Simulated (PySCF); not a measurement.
**BF (SMILES [B]F): wB97M-V/def2-TZVPPD**

Aim: the energy change on altering one bond length of BF at wB97M-V/def2-TZVPPD, from 2 runs. Input form: a Python script.

The calculation is run with PySCF 2.14.0.

5 further runs of the same task are left out: 5 set aside as unsound or not needed.

## Step 1: The molecule

The species is BF (2 atoms), meant as a singlet with charge 0. SMILES: `[B]F`. Geometry: relaxed at GFN2-xTB.

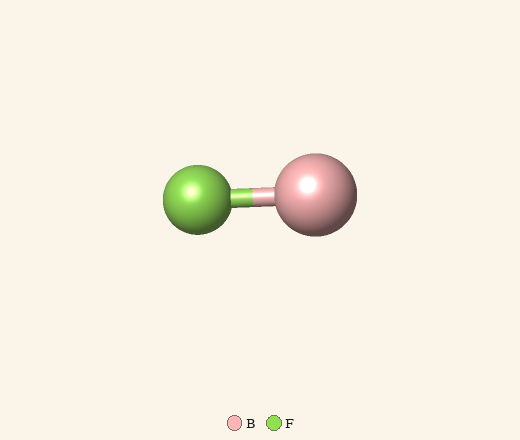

Viewed from a chosen angle; boron pink, fluorine green.

## Step 2: A single-point energy at wB97M-V/def2-TZVPPD

calc.py

```python
from pyscf import gto, dft

mol = gto.M(
    atom='''
B      0.000000     0.000000     0.000000
F      0.000000     0.000000     2.351556
''',
    verbose=4,
    max_memory=1860,
    unit='bohr',
    basis='def2-tzvppd',
)

ks = dft.RKS(mol)
ks.xc = 'wb97m-v'
ks.conv_tol = 1e-10
ks.nlcgrids.level = 1
ks.grids.level = 5
ks.kernel()
if not ks.converged:
    ks = ks.newton().run(ks.mo_coeff, ks.mo_occ)

e_tot = ks.e_tot
print('E(%s) = %.9f' % ('WB97M-V', e_tot))
```

Command:

```console
$ OMP_NUM_THREADS=1 python calc.py
```

Log:

```text
PySCF version 2.14.0

[INPUT] num. atoms = 2
[INPUT] num. electrons = 14
[INPUT] charge = 0
[INPUT] spin (= nelec alpha-beta = 2S) = 0
[INPUT] symmetry False subgroup None
[INPUT] Mole.unit = bohr
[INPUT] Symbol           X                Y                Z      unit          X                Y                Z       unit  Magmom
[INPUT]  1 B      0.000000000000   0.000000000000   0.000000000000 AA    0.000000000000   0.000000000000   0.000000000000 Bohr   0.0
[INPUT]  2 F      0.000000000000   0.000000000000   1.244389845402 AA    0.000000000000   0.000000000000   2.351556000000 Bohr   0.0

nuclear repulsion = 19.1362655195113
number of shells = 27
number of NR pGTOs = 107
number of NR cGTOs = 77
basis = def2-tzvppd
ecp = {}

******** <class 'pyscf.dft.rks.RKS'> ********
method = RKS
initial guess = minao
damping factor = 0
level_shift factor = 0
DIIS = <class 'pyscf.scf.diis.CDIIS'>
diis_start_cycle = 1
diis_space = 8
diis_damp = 0
SCF conv_tol = 1e-10
SCF conv_tol_grad = None
SCF max_cycles = 50
direct_scf = True
direct_scf_tol = 1e-13
XC library pyscf.dft.libxc version 7.0.0
    S. Lehtola, C. Steigemann, M. J.T. Oliveira, and M. A.L. Marques.,  SoftwareX 7, 1–5 (2018)
XC functionals = wb97m-v
radial grids:
    Treutler-Ahlrichs [JCP 102, 346 (1995); DOI:10.1063/1.469408] (M4) radial grids

becke partition: Becke, JCP 88, 2547 (1988); DOI:10.1063/1.454033
pruning grids: <function nwchem_prune>
grids dens level: 5
symmetrized grids: False
atomic radii adjust function: <function treutler_atomic_radii_adjust>
** Following is NLC and NLC Grids **
NLC functional = wb97m-v
radial grids:
    Treutler-Ahlrichs [JCP 102, 346 (1995); DOI:10.1063/1.469408] (M4) radial grids

becke partition: Becke, JCP 88, 2547 (1988); DOI:10.1063/1.454033
pruning grids: <function nwchem_prune>
grids dens level: 1
symmetrized grids: False
atomic radii adjust function: <function treutler_atomic_radii_adjust>
small_rho_cutoff = 0
Set gradient conv threshold to 1e-05
Initial guess from minao.
tot grids = 87040
tot grids = 10480
init E= -124.769389513256
  HOMO = -0.298994329305344  LUMO = 0.0118975031124185  gap/eV = 8.45980
cycle= 1 E= -124.656540169095  delta_E= 0.113  |g|= 0.421  |ddm|= 0.958
  HOMO = -0.397137374868276  LUMO = 0.0332358493311273  gap/eV = 11.71105
cycle= 2 E= -124.650398087295  delta_E= 0.00614  |g|= 0.53  |ddm|= 0.389
  HOMO = -0.381648885654855  LUMO = 0.0362626489512442  gap/eV = 11.37195
cycle= 3 E= -124.688807357231  delta_E= -0.0384  |g|= 0.0184  |ddm|= 0.19
  HOMO = -0.37548437850355  LUMO = 0.0366071508596052  gap/eV = 11.21358
cycle= 4 E= -124.688932203311  delta_E= -0.000125  |g|= 0.00525  |ddm|= 0.0376
  HOMO = -0.37674470279039  LUMO = 0.0364569474160098  gap/eV = 11.24379
cycle= 5 E= -124.688942338092  delta_E= -1.01e-05  |g|= 0.000933  |ddm|= 0.0103
  HOMO = -0.37692940434971  LUMO = 0.0364267677297398  gap/eV = 11.24799
cycle= 6 E= -124.688942760784  delta_E= -4.23e-07  |g|= 0.000101  |ddm|= 0.00261
  HOMO = -0.376939424029004  LUMO = 0.0364232977687306  gap/eV = 11.24817
cycle= 7 E= -124.688942764861  delta_E= -4.08e-09  |g|= 1.09e-05  |ddm|= 0.000464
  HOMO = -0.376942772075033  LUMO = 0.0364259081915814  gap/eV = 11.24833
cycle= 8 E= -124.688942764946  delta_E= -8.52e-11  |g|= 1.42e-06  |ddm|= 7.91e-05
  HOMO = -0.376942422589803  LUMO = 0.0364253714273607  gap/eV = 11.24831
Extra cycle  E= -124.688942764948  delta_E= -1.62e-12  |g|= 4e-07  |ddm|= 9.98e-06
converged SCF energy = -124.688942764948
E(WB97M-V) = -124.688942765
```

Wall time 12 s (1 thread of Arm Neoverse V2, shared host); peak memory 0.39 GiB.

## Step 3: The distorted shape, same level

run.py

```python
from pyscf import gto, dft

system = gto.M(
    atom='B 0.000000 0.000000 -0.186610; F 0.000000 0.000000 1.244390',
    spin=0,
    verbose=3,
    basis='def2-tzvppd',
    max_memory=1860,
)

ks = dft.RKS(system)
ks.xc = 'wb97m-v'
ks.grids.level = 5
ks.nlcgrids.level = 1
ks.conv_tol = 1e-10
ks.kernel()
if not ks.converged:
    ks = ks.newton().run(ks.mo_coeff, ks.mo_occ)

e_tot = ks.e_tot
print('E = %.10f Eh' % e_tot)
```

Command:

```console
$ OMP_NUM_THREADS=1 python run.py
```

Log:

```text
converged SCF energy = -124.672337734072
E = -124.6723377341 Eh
```

It took 14 s on 1 thread of Arm Neoverse V2, shared host; peak memory 0.39 GiB.

## Step 4: Summary of results

Level: wB97M-V/def2-TZVPPD.

| quantity | value |
| --- | --- |
| first shape: total energy | -124.68894 Eh |
| first shape: dipole moment | 1.04 D |
| first shape: HOMO energy | -10.26 eV |
| first shape: LUMO energy | 0.99 eV |
| first shape: HOMO–LUMO gap | 11.25 eV |
| distorted shape: total energy | -124.67234 Eh |
| distorted shape: dipole moment | 0.01 D |
| distorted shape: HOMO energy | -10.85 eV |
| distorted shape: LUMO energy | 0.35 eV |
| distorted shape: HOMO–LUMO gap | 11.21 eV |
| energy change with the B1–F2 bond stretched from 1.244 to 1.431 Å | 0.452 eV |

What this shows: With the B1–F2 bond stretched from 1.244 to 1.431 Å the energy rises by 0.45 eV (43.6 kJ/mol). The first shape isn't relaxed at this level, so the change isn't measured from a minimum.
